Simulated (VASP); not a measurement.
Band structure of Ag (fcc). Computed with AM05 GGA, VASP's PBE PAW potentials (set 64) (plane waves; VASP).

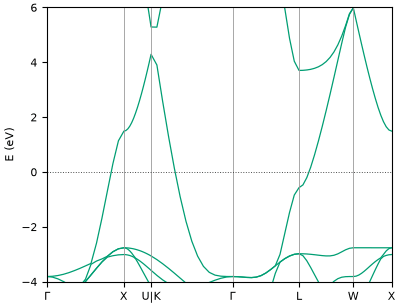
*Bands along high-symmetry lines, zero at the valence-band maximum or, without a gap, the Fermi level*

Question: Read the plot: is there a gap, and where are the band edges?

Answer: It has no gap at this level: it comes out as a metal or semimetal. (Edges off the drawn lines would not show.)

The compound is Ag in the fcc structure. It was relaxed first.
